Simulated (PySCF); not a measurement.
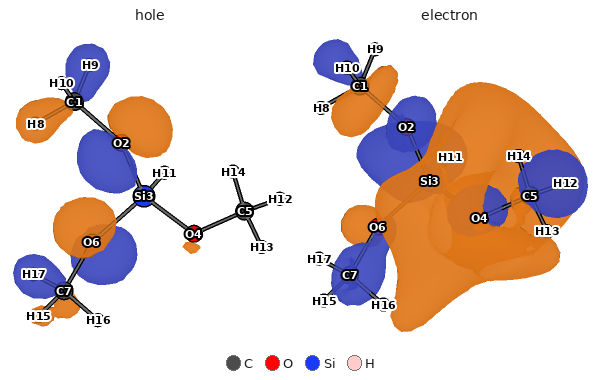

Figure 1: C3H10O3Si, SMILES `CO[SiH](OC)OC`. Leading natural transition orbital pair of S₄ (TDA singlet states); the surfaces enclose about 70 % of each orbital's density.

Level of theory: B3LYP/6-31G* (PySCF), at a geometry from GFN2-xTB. No frequency check shows the geometry to be a minimum. Without diffuse functions Rydberg states are missing, so the states' numbers hold for this basis only.

The calculation's input:

```python
import numpy as np
from pyscf import gto, scf, dft, tdscf
from pyscf.scf import atom_ks, atom_hf
from scipy.linalg import block_diag

def solve(mol, dm0=None, hcore=None):
    mf = (dft.UKS if mol.spin else dft.RKS)(mol, xc='b3lyp')
    mf.grids.level = 3
    mf = mf.density_fit(auxbasis='def2-universal-jkfit')
    mf.conv_tol, mf.max_cycle = 1e-8, 80
    if hcore is not None:
        mf.get_hcore = lambda *args: hcore
    mf.kernel(dm0)
    if not mf.converged:
        mf = mf.newton().run(mf.mo_coeff, mf.mo_occ, max_cycle=30)
    assert mf.converged, 'SCF not converged'
    return mf

mol = gto.M(atom='''
C      1.24387     2.26422    -0.22996
O      0.16112     1.38100    -0.30111
Si    -0.05407     0.00539     0.54759
O     -1.38173    -0.67153    -0.07791
C     -2.63597    -0.08369    -0.27699
O      1.15952    -1.05925     0.47033
C      1.52377    -1.95341    -0.54609
H      2.18912     1.72337    -0.14980
H      1.14157     2.91800     0.63929
H      1.24537     2.86880    -1.13818
H     -0.09398     0.24291     1.98114
H     -3.15980     0.01701     0.67642
H     -3.20919    -0.73660    -0.93645
H     -2.53747     0.90250    -0.73228
H      2.26989    -2.63508    -0.13496
H      0.65743    -2.52228    -0.88623
H      1.95276    -1.41854    -1.39733
''', basis='6-31g*', charge=0, spin=0, verbose=4)
mf = solve(mol)
td = mf.TDA()
td.nstates, td.singlet, td.conv_tol = 6, True, 1e-5
td.kernel()
td.analyze()
x, y = np.array([p[0] for p in td.xy]), np.array([p[1] + 0 * p[0] for p in td.xy])
f, mu = td.oscillator_strength(), td.transition_dipole()
nto = [td.get_nto(state=i + 1, verbose=4) for i in range(len(td.e))]
# spherically averaged free atoms, for the promolecule
atm = atom_ks.get_atm_nrks(mol, xc='b3lyp')
pro = block_diag(*[(atm[a[0]][2] * atm[a[0]][3]) @ atm[a[0]][2].T for a in mol._atom])
np.savez('result.npz', e=td.e, f=f, ok=td.converged, w=[n[0] for n in nto], nto=[n[1] for n in nto], x=x, y=y, c=mf.mo_coeff, occ=mf.mo_occ, eps=mf.mo_energy, pro=pro, mu=mu)
```

Command:

```sh
OMP_NUM_THREADS=1 python input.py
```

The run took 2 min on 1 thread of Intel(R) Xeon(R) 6975P-C (Granite Rapids), on a shared host, peak memory 0.71 GiB.

Where does the state lie, and where do hole and electron sit?

8.66 eV (143 nm), f = 0.007; the leading pair carries 92 %; hole on O2 (36 %), O6 (28 %) and Si3 (7 %), electron on Si3 (31 %), O4 (12 %) and C5 (10 %); their centroids lie 1.4 Å apart; S₅ lies within 0.1 eV of it. In canonical orbitals it is mainly HOMO → LUMO+1 (53 %). The HOMO–LUMO gap is 9.55 eV.
